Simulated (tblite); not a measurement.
# Geometry relaxation, with input and output: C₂H₉BSi (part 1 of 2)

The run: geometry relaxation of C₂H₉BSi. Method and program: GFN2-xTB geometry optimisation, gas phase (tblite 0.8.0).

It belongs to a series of runs on one base structure; here: constitutional isomer.

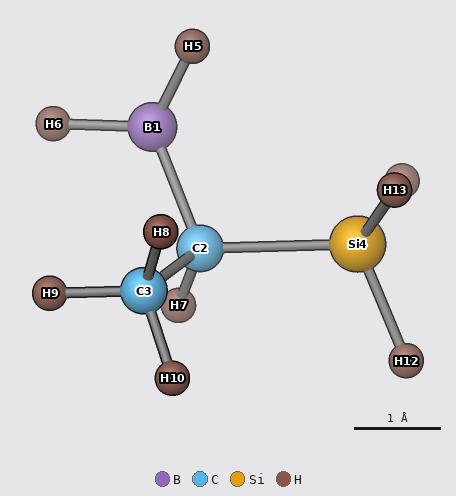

The input geometry (ball-and-stick view, seen at a tilt; atoms are numbered from 1 in the order of the input).

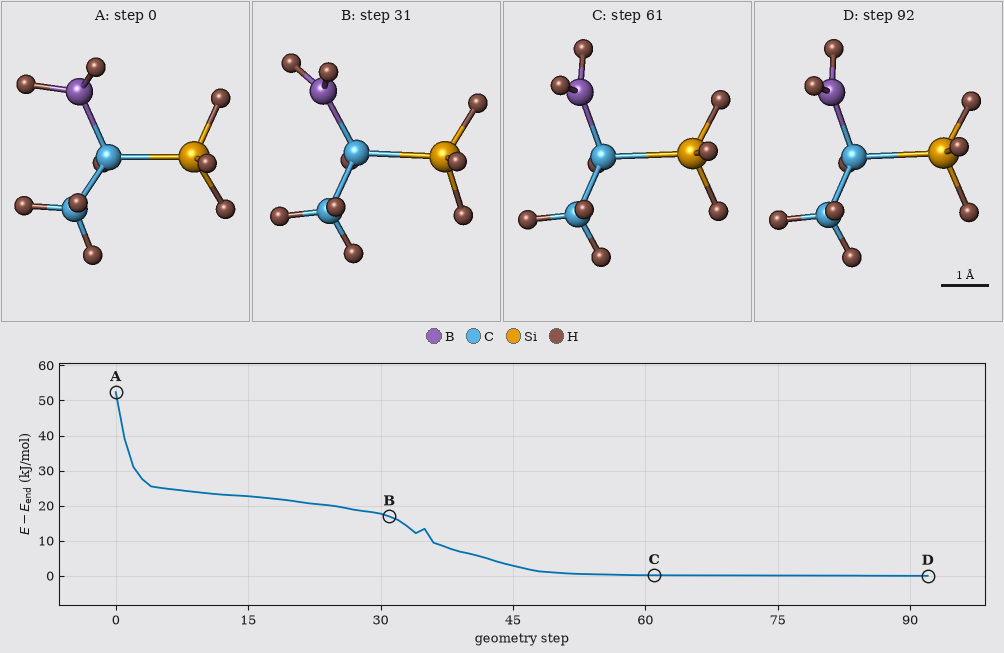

Frames of the relaxation (ball-and-stick view, seen on its broad side) above the curves, on which the letters mark them (steps are counted from 0).

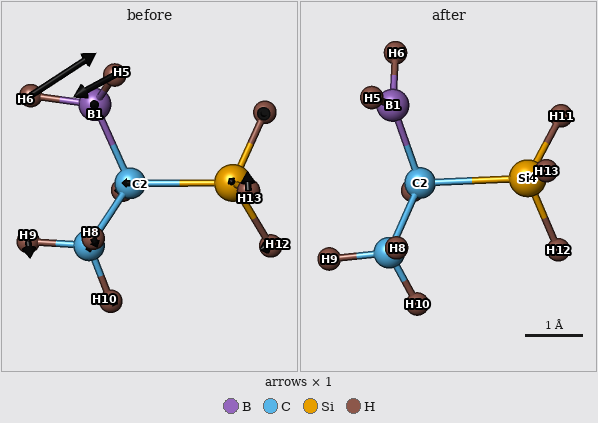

Before (left) and after (right) the relaxation, at one scale (ball-and-stick view, seen on its broad side). The black arrows give the displacements, at true length. The energy falls by 52.4 kJ/mol in 92 geometry steps. The largest force component goes from 1.6 to 0.009 eV/Å. H6 moves most after the best rigid fit: 1.41 Å. By element the largest moves are H 1.41 Å, C 0.16 Å, B 0.14 Å, Si 0.13 Å. Distances before and after: C2–Si4 1.855 → 1.929 Å, B1–C2 1.579 → 1.545 Å, C3–H8 1.121 → 1.088 Å, C2–C3 1.502 → 1.530 Å. Among the angles that change: B1–C2–C3 110.1° → 117.4°, B1–C2–Si4 110.1° → 103.3°, B1–C2–H7 106.6° → 112.9°. (Atoms are counted from 1 in the order of the input.)

The input that produced these results follows, with the program's output.

The input
```
{"job": {"kind": "relax", "xc": "GFN2-xTB", "basis": "xTB"}, "charge": 0, "multiplicity": 1}
B     -0.374700     1.564900    -0.365500
C     -0.134600     0.006500    -0.454800
C     -1.204400    -0.725000     0.303900
Si     1.582000    -0.409000     0.112800
H      0.020400     2.140500     0.585700
H     -1.388400     1.955800    -0.862600
H     -0.199300    -0.261200    -1.517200
H     -1.198800    -0.432500     1.386000
H     -2.189700    -0.430600    -0.151100
H     -1.086300    -1.820700     0.191900
H      2.520100     0.542800    -0.495300
H      1.971900    -1.769100    -0.338000
H      1.677300    -0.362000     1.586500
```

The first line tells a small driver script what to run in tblite; the rest is the geometry in Å.

Command:
```bash
OMP_NUM_THREADS=1 python <driver script> task.json out
```

Log
```
step      E/eV     max force
  0    -320.94877    1.840
  1    -321.08634    1.375
  2    -321.16970    0.788
  3    -321.20576    0.575
  4    -321.22718    0.256
  5    -321.23131    0.162
  6    -321.23467    0.201
  7    -321.23756    0.151
  8    -321.24076    0.128
  9    -321.24362    0.119
 10    -321.24647    0.187
 11    -321.24914    0.184
 12    -321.25144    0.124
 13    -321.25313    0.107
 14    -321.25452    0.099
 15    -321.25622    0.121
 16    -321.25855    0.154
 17    -321.26119    0.126
 18    -321.26383    0.128
 19    -321.26664    0.161
 20    -321.26996    0.190
 21    -321.27391    0.222
 22    -321.27756    0.150
 23    -321.28017    0.147
 24    -321.28260    0.177
 25    -321.28602    0.226
 26    -321.29080    0.278
 27    -321.29618    0.209
 28    -321.29994    0.262
 29    -321.30314    0.297
 30    -321.30770    0.192
 31    -321.31602    0.257
 32    -321.32648    0.344
 33    -321.34443    0.468
 34    -321.36548    0.501
 35    -321.35258    1.021
 36    -321.39346    0.266
 37    -321.40240    0.243
 38    -321.41219    0.559
 39    -321.42003    0.220
 40    -321.42542    0.210
 41    -321.43196    0.264
 42    -321.43917    0.268
 43    -321.44769    0.210
 44    -321.45511    0.247
 45    -321.46148    0.285
 46    -321.46757    0.266
 47    -321.47364    0.279
 48    -321.47842    0.134
 49    -321.48038    0.125
 50    -321.48228    0.124
 51    -321.48408    0.091
 52    -321.48539    0.069
 53    -321.48620    0.061
 54    -321.48681    0.057
 55    -321.48731    0.059
 56    -321.48782    0.055
 57    -321.48846    0.043
 58    -321.48910    0.046
 59    -321.48951    0.042
 60    -321.48968    0.027
 61    -321.48976    0.032
 62    -321.48985    0.023
 63    -321.48996    0.026
 64    -321.49006    0.021
 65    -321.49011    0.020
 66    -321.49015    0.017
 67    -321.49019    0.016
 68    -321.49024    0.018
 69    -321.49028    0.018
 70    -321.49030    0.016
 71    -321.49034    0.014
 72    -321.49039    0.023
 73    -321.49046    0.029
 74    -321.49054    0.022
 75    -321.49058    0.017
 76    -321.49060    0.015
 77    -321.49063    0.011
 78    -321.49067    0.018
 79    -321.49071    0.016
 80    -321.49075    0.011
 81    -321.49077    0.014
 82    -321.49080    0.017
 83    -321.49086    0.026
 84    -321.49097    0.036
 85    -321.49113    0.039
 86    -321.49127    0.031
 87    -321.49134    0.015
 88    -321.49137    0.013
 89    -321.49140    0.016
 90    -321.49144    0.016
 91    -321.49147    0.011
 92    -321.49148    0.010
```

Trajectory as extended XYZ (Å, eV, eV/Å), 17 of the 93 frames kept, from step=0 to step=92
```
13
Properties=species:S:1:pos:R:3:forces:R:3 step=0 energy=-320.94877
B    -0.3747    1.5649   -0.3655   -1.5620  -0.1450   0.9620
C    -0.1346    0.0065   -0.4548    0.5840   0.9310  -0.9860
C    -1.2044   -0.7250    0.3039   -1.3280  -0.1690   0.2880
Si    1.5820   -0.4090    0.1128    1.2450  -0.6740   0.4420
H     0.0204    2.1405    0.5857    0.2110   0.1310  -0.4400
H    -1.3884    1.9558   -0.8626    0.6890   0.1790  -0.1830
H    -0.1993   -0.2612   -1.5172   -0.2000  -0.2350   0.0090
H    -1.1988   -0.4325    1.3860   -0.0870  -0.4050  -0.9700
H    -2.1897   -0.4306   -0.1511    0.6160  -0.4220   0.6930
H    -1.0863   -1.8207    0.1919   -0.1040   0.5940   0.2670
H     2.5201    0.5428   -0.4953    0.0430  -0.0230   0.0420
H     1.9719   -1.7691   -0.3380   -0.1070   0.2190   0.1040
H     1.6773   -0.3620    1.5865   -0.0010   0.0200  -0.2270
13
Properties=species:S:1:pos:R:3:forces:R:3 step=6 energy=-321.23467
B    -0.4876    1.5367   -0.2752   -0.0230   0.0790  -0.0520
C    -0.1079    0.0280   -0.4827   -0.1010   0.0660  -0.0070
C    -1.2139   -0.7166    0.2869   -0.1410  -0.1070   0.0950
Si    1.6327   -0.4293    0.1204    0.0330  -0.0440  -0.0110
H     0.0380    2.1682    0.5598   -0.0890   0.0210  -0.0140
H    -1.3611    2.0012   -0.9025    0.0530   0.0760  -0.0130
H    -0.2140   -0.2779   -1.5289    0.0110   0.0410  -0.0160
H    -1.2070   -0.4540    1.3438    0.0400   0.0110  -0.0090
H    -2.1964   -0.4563   -0.1116    0.0380  -0.0530   0.0270
H    -1.0907   -1.7948    0.2089    0.0330  -0.0350  -0.0220
H     2.5459    0.5414   -0.4888    0.1070  -0.0480   0.0450
H     1.9728   -1.7838   -0.3337   -0.0050   0.0080   0.0460
H     1.6848   -0.3621    1.5859    0.0440  -0.0140  -0.0690
13
Properties=species:S:1:pos:R:3:forces:R:3 step=12 energy=-321.25144
B    -0.5073    1.5580   -0.2840    0.0510  -0.0230  -0.0170
C    -0.1295    0.0418   -0.4781    0.0330  -0.0360  -0.0100
C    -1.2199   -0.7368    0.2950    0.0850   0.0530  -0.0260
Si    1.6298   -0.4302    0.1054   -0.1090   0.0570  -0.0140
H    -0.0029    2.1895    0.5589   -0.0120   0.0300   0.0860
H    -1.3430    2.0563   -0.9323   -0.0070  -0.0040  -0.0890
H    -0.2240   -0.2562   -1.5289   -0.0500   0.0210   0.0030
H    -1.1966   -0.4642    1.3476   -0.0100  -0.0610   0.0400
H    -2.2091   -0.4922   -0.0923    0.0120  -0.0250   0.0030
H    -1.0774   -1.8131    0.2088    0.0490   0.0330   0.0060
H     2.5991    0.5083   -0.4644    0.0130  -0.0070  -0.0450
H     1.9678   -1.7917   -0.3157   -0.0470  -0.0480  -0.0460
H     1.7085   -0.3689    1.5623   -0.0090   0.0090   0.1060
13
Properties=species:S:1:pos:R:3:forces:R:3 step=17 energy=-321.26119
B    -0.5041    1.5790   -0.2953   -0.0770   0.0070   0.0510
C    -0.1366    0.0579   -0.4813   -0.0040   0.0490   0.0500
C    -1.2042   -0.7387    0.3011   -0.0340  -0.0570   0.0320
Si    1.6163   -0.4245    0.1069    0.1100  -0.0450   0.0280
H    -0.0446    2.2037    0.5858   -0.0570  -0.0530  -0.0460
H    -1.3157    2.0788   -0.9828    0.1250  -0.0140  -0.0010
H    -0.2528   -0.2363   -1.5318    0.0410  -0.0060   0.0410
H    -1.1906   -0.4954    1.3615    0.0480   0.0740  -0.0030
H    -2.2031   -0.5239   -0.0775    0.0000   0.0430  -0.0080
H    -1.0417   -1.8103    0.2091    0.0750  -0.0490  -0.0490
H     2.6258    0.4769   -0.4670   -0.0860  -0.0250  -0.0060
H     1.9326   -1.7980   -0.3204   -0.0870   0.0630   0.0100
H     1.7142   -0.3687    1.5738   -0.0530   0.0130  -0.1000
13
Properties=species:S:1:pos:R:3:forces:R:3 step=23 energy=-321.28017
B    -0.5262    1.6078   -0.2951    0.0510   0.0310   0.0080
C    -0.1531    0.0940   -0.4570   -0.0480   0.0060  -0.0670
C    -1.1697   -0.7631    0.3229   -0.0130   0.0170   0.0140
Si    1.5987   -0.4171    0.1052   -0.0100  -0.0030  -0.0250
H    -0.1711    2.2149    0.6395   -0.0720  -0.0080   0.0620
H    -1.1901    2.1340   -1.1059    0.0640   0.0450   0.0190
H    -0.2796   -0.1948   -1.5046    0.0950  -0.0650  -0.0910
H    -1.1498   -0.5279    1.3852    0.0170  -0.0340  -0.0080
H    -2.1809   -0.5798   -0.0431    0.0330  -0.0580   0.0260
H    -0.9324   -1.8187    0.1891   -0.1180   0.0190   0.0800
H     2.6462    0.4105   -0.4871    0.0050   0.0970  -0.0590
H     1.8068   -1.8011   -0.3305   -0.0020  -0.0670   0.0040
H     1.6967   -0.3583    1.5637   -0.0020   0.0190   0.0370
13
Properties=species:S:1:pos:R:3:forces:R:3 step=29 energy=-321.30314
B    -0.5201    1.6331   -0.2946    0.0610  -0.2890  -0.0300
C    -0.1689    0.1109   -0.4651    0.0450  -0.1430   0.0460
C    -1.1437   -0.7792    0.3404    0.0380   0.0180  -0.0450
Si    1.5926   -0.4126    0.0851   -0.1880   0.0960  -0.0250
H    -0.3450    2.1909    0.7182   -0.0440  -0.0930   0.0800
H    -1.0049    2.2186   -1.1803    0.0640   0.1240  -0.1090
H    -0.2312   -0.2012   -1.5170   -0.2120   0.0830   0.0750
H    -1.0941   -0.5452    1.4032   -0.0540   0.0350  -0.0760
H    -2.1683   -0.6419   -0.0007   -0.0350   0.1080   0.0300
H    -0.9095   -1.8376    0.2192    0.0760   0.0480  -0.0120
H     2.6227    0.4160   -0.5414    0.0150  -0.0280  -0.0160
H     1.6944   -1.8195   -0.3258    0.1380   0.0240   0.0070
H     1.6718   -0.3316    1.5411    0.0970   0.0170   0.0760
```
